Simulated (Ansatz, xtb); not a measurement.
## Redistribution: C3H5Cl + CH2ClF → C2H3Cl + C2H4ClF

Species: C3H5Cl (2-chloropropene) `C=C(C)Cl`, singlet; CH2ClF `FCCl`, singlet; C2H3Cl `C=CCl`, singlet; C2H4ClF (1-chloro-1-fluoroethane) `CC(F)Cl`, singlet. The partners trade CH3 for H; both sit on C, so the bond types are kept.

Shapes, held fixed at every level: PBE0-D4/def2-TZVP. Programs: Ansatz 0.2.0, xtb 6.7.1. The zero-point and thermal change to 298 K, harmonic and unscaled (PBE0-D4/def2-TZVP), is -1.0 kJ/mol.

| level | kind | ΔH(298 K) (kJ/mol) | less CCSD(T)/CBS estimate |
| --- | --- | --- | --- |
| GFN1-xTB | semi-empirical | +3.4 | +9.3 |
| SPW92/def2-TZVPP | LDA | -5.6 | +0.3 |
| B3LYP-D4/def2-TZVPP | global hybrid | -4.3 | +1.6 |
| BHLYP-D4/def2-TZVPP | global hybrid | -4.9 | +1.0 |
| PBE0-D4/def2-TZVPP | global hybrid | -3.9 | +2.0 |
| wB97M-V/def2-TZVPP | range-separated hybrid | -6.6 | -0.7 |
| wB97X-V/def2-TZVPP | range-separated hybrid | -6.1 | -0.2 |
| CCSD(T)/def2-SVP | coupled cluster or CI | -8.3 | -2.4 |
| CCSD(T)/CBS estimate | coupled cluster or CI | -5.9 | 0.0 |

The highest level, CCSD(T)/CBS estimate, gives ΔH(298 K) = -5.9 kJ/mol; the levels span -8.3 to +3.4. They disagree on the sign: 1 of 9 are positive. The column of differences is taken from that level and isn't an error. No measured value is set beside it here. The CBS estimate extrapolates MP2 from def2-TZVPP and def2-QZVPP and adds CCSD(T) − MP2 in the triple-zeta set, cores frozen.

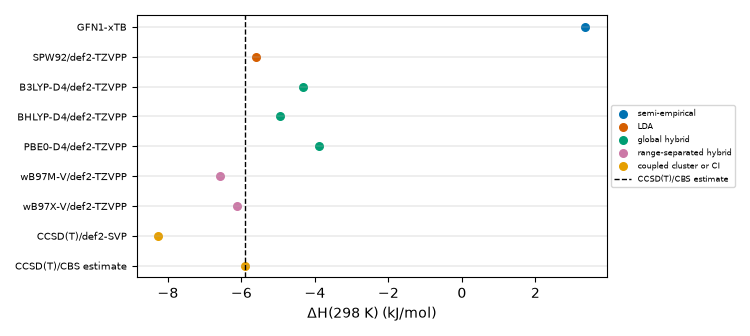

The values of the table, level by level.
